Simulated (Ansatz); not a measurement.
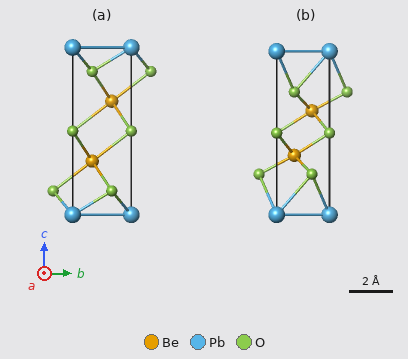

The structure of a crystal of Be₂PbO₃ (built on the K2NaCl3-164 type type) before (left) and after (right) a relaxation, at one scale.

Style: ball-and-stick. Shown: the cell of the calculation, along the a axis.

All numbers below come from DFT, PBEsol, plane waves, PAW (Ansatz 0.2.0). (plane-wave cutoff 420 eV; k-point mesh 9 × 9 × 4; occupations fermi dirac; smearing width 0.03 eV; no spin polarisation; cell and atoms relaxed; force threshold 0.01 eV/Å; at most 120 steps)

Q: Describe what moved and what it gained.

A: The largest moves relative to the cell, 0.82 Å, are those of O atoms. By element the largest moves are O 0.82 Å, Be 0.33 Å. Pb stays in place. The volume changes by −20.6 %, with a = b 3.197 → 2.882 Å (−9.8 %), c 7.906 → 7.726 Å (−2.3 %). Some distances before and after: Be–O 2.321 → 1.887 Å, O–Pb 2.164 → 2.541 Å, Be–O 2.326 → 1.969 Å, Pb–Pb 3.197 → 2.882 Å. Bond angles that change, for instance: Pb–O–Pb 95.2° → 69.1°. The space group stays P-3m1 (No. 164). After 8 accepted moves (10 points after the start) the energy has fallen by 1217 meV per atom. The largest force component goes from 6.6 to 0.00063 eV/Å. The pressure goes from 12.34 to 0.00 GPa. The SCF was repeated twice at an unchanged geometry on a basis and grid sized afresh for the cell, which shifted the energy by 2.9 meV per atom at most.
